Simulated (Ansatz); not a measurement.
# Site preference of Ge in place of Si in amorphous Si (132 atoms): runs compared

At which site of amorphous Si (132 atoms) does Ge in place of Si cost least, and what about the site decides it?

Computed with Ansatz 0.2.0: Kohn-Sham DFT, PBE, PAW (set soft_2), plane waves.

## Step 1: The cell as built

The cell holds 132 atoms: 132 Si. Its edges and angles: a = 13.966 Å, b = 13.966 Å, c = 13.966 Å, α = 90.0°, β = 90.0°, γ = 90.0°. 132 atoms (132 Si) placed at random at 2.26 g/cm³, melted at 2500 K for 20 ps at fixed volume with the modified Tersoff potential (Kumagai, Izumi, Hara and Sakai, Comput. Mater. Sci. 39, 457 (2007)). Quenched from 2500 K to 300 K at 20 K/ps and fixed volume, held 5 ps. The starting density is a measured one.

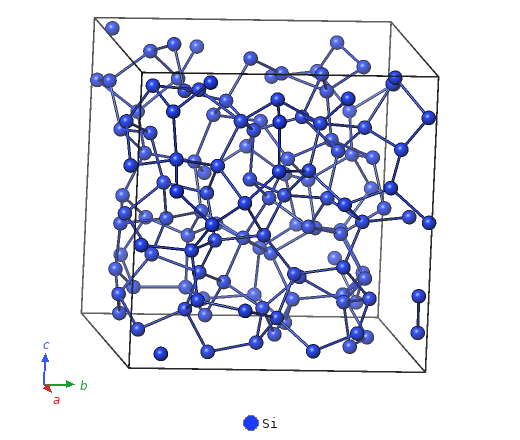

The cell as built. Bonds to atoms that aren't drawn are left out. Some periodic images of atoms are drawn too.

What the set-up can't give: The quench rate of 20 K/ps far exceeds what a furnace or splat quench reaches, so expect more defects and frozen-in strain than in a real sample. The network of bonds at the start is that of the classical potential that made the cell, and needn't be the one that DFT or experiment would give. The Brillouin zone is sampled at Γ only, in a cell whose shortest periodic width is 14 Å.

## Step 2: The reference run

The reference is a single point at the end of the relaxation.

Every defect cell starts from the geometry of this run and is relaxed in the fixed cell.

Its input, with most atom lines left out:

```yaml
crystal:
  lattice:
    - [13.9657, 0.0, 0.0]
    - [0.0, 13.9657, 0.0]
    - [0.0, 0.0, 13.9657]
  atoms:
    - { symbol: Si, position: [0.10312, 0.18653, 0.36539] }
    - { symbol: Si, position: [0.10274, 0.99833, 0.79225] }
    - { symbol: Si, position: [0.17448, 0.14294, 0.1443] }
    - { symbol: Si, position: [0.22539, 0.30309, 0.13637] }
    - { symbol: Si, position: [0.6412, 0.76303, 0.1599] }
    - { symbol: Si, position: [0.69641, 0.06802, 0.08533] }
    - { symbol: Si, position: [0.79784, 0.81571, 0.18183] }
    [... atom lines 8 to 132 left out ...]
kpoints:
  mp_grid: { grid: [1, 1, 1] }
hamiltonian:
  xc: pbe
scf:
  occupations: { method: gaussian, width: 0.025 }
output:
  forces: true
  stress: true
  populations: true
  dos:
    method: { smearing: { sigma: 0.15 } }
    de: 0.1
    projected: { site_lists: { Si: [Si] } }
  eigenvalues: true
  write_density: true
  write_potential: true
  volumetric_format: npy
```

```
free energy per atom   : -635.6014 eV/atom
r.m.s. force component : 0.00296 eV/Å
pressure               : -0.2185 GPa
```

The highest filled and lowest empty levels lie only 0.15 eV apart (at Γ alone), which on so few k-points needn't be a gap.

## Step 3: The runs

Each row is one run, on 4 threads of Arm Neoverse V2, shared host. The free energy is the program's total, comparable only between runs with the same functional, potentials and atoms.

```
                                 run  atoms    outcome  ionic steps, all passes  free energy (eV)     time  host memory (GiB)
           Single point at the start    132  converged                        -        -83892.790     23 s                3.0
                          Relaxation    132  converged                       12        -83899.389  3.2 min                3.0
Single point at the relaxed geometry    132  converged                        -        -83899.389     43 s                3.1
       Ge on a site of Si, site Si24    132  converged                        3        -87558.864     88 s                3.2
       Ge on a site of Si, site Si11    132  converged                        8        -87558.504  3.9 min                3.2
       Ge on a site of Si, site Si91    132  converged                        3        -87558.570     85 s                3.2
       Ge on a site of Si, site Si93    132  converged                        3        -87558.471     86 s                3.2
       Ge on a site of Si, site Si61    132  converged                        3        -87558.555     87 s                3.2
        Ge on a site of Si, site Si1    132  converged                       13        -87558.661  6.2 min                3.3
```

A closer look about site Si24, the cheapest one, after relaxation: 10 atoms, nearest first, numbered in the order of the input, with positions taken from that point.

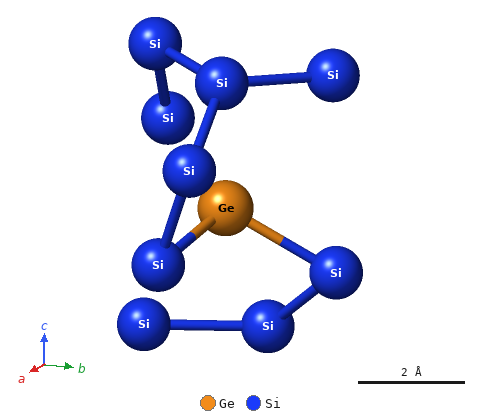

The atoms of the table, within 3.4 Å (arrows a, b, c point along x, y, z); some may hide others.

```
 atom      x      y      z  distance (Å)  bonds
 Ge24  -0.03   0.00   0.00          0.03      2
 Si89   2.33  -0.40  -0.58          2.44      4
 Si32  -0.77   1.97  -1.25          2.45      4
 Si43   0.88   0.30   2.70          2.86      4
 Si26  -1.88  -1.94   1.12          2.93      4
Si131  -1.53   0.25  -2.66          3.08      4
Si102  -0.32  -1.79  -2.53          3.12      4
 Si93  -0.91   1.84   2.57          3.29      4
  Si3   2.93   0.48   1.51          3.33      4
 Si47  -0.45  -1.61   2.96          3.40      4
```

The column of bonds counts only the pairs Si-Si within 2.77 Å, Si-Ge within 2.68 Å; other neighbours, such as metal atoms beside each other in a compound, aren't counted, and periodic images can show an atom twice.

## Step 4: The sites compared

All these cells hold the same atoms, so their energies can be compared with no chemical potential.

```
site  neighbours  mean distance (Å)  atoms within 6 Å  energy over the best site (eV)  before relaxation (eV)  gain on relaxing (eV)
Si24         Si2               2.38                41                            0.00                    0.00                   0.06
 Si1         Si4               2.38                41                            0.20                    0.35                   0.20
Si91         Si4               2.41                41                            0.29                    0.29                   0.05
Si61         Si4               2.39                42                            0.31                    0.30                   0.05
Si11         Si5               2.49                42                            0.36                    0.41                   0.11
Si93         Si4               2.36                45                            0.39                    0.38                   0.05
```

Neighbours are those of the relaxed host within 2.73 Å (Si-Si); other pairs aren't counted.

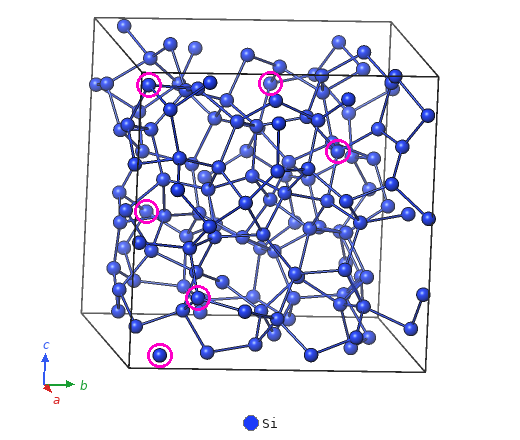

The relaxed cell with the tried sites ringed. Bonds to atoms that aren't drawn are left out. Some periodic images of atoms are drawn too.

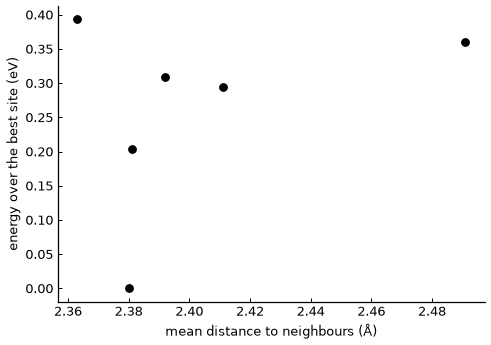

Site energy against the site's surroundings.

## Step 5: What came out

The cheapest site is Si24 (2 neighbours, Si2); the dearest, Si93 (4 neighbours, Si4), costs 0.39 eV more. By coordination the energies over the best site are 0.00 eV with 2 neighbours, 0.20 to 0.39 eV with 4 neighbours and 0.36 eV with 5 neighbours. Relaxation gains 0.047 to 0.20 eV and leaves the best site the same.

**Limits.** Defects are neutral and interact with their images. In a disordered cell the relaxation can also rearrange atoms far from the site. Only 6 of the 132 Si sites were tried; unless symmetry makes the others alike to these, a cheaper one may exist.

The DFT runs together took 20 min of wall time.

[Logs are printed without paths, hosts, clocks, repeated set-up lines and the standing remarks that a program may print on its own settings, such as how far it seeks lower states.]

[Hosts, paths, dates, database ids (printed as entryN), source tags and the programs' standing remarks are cut or masked in the printed files.]
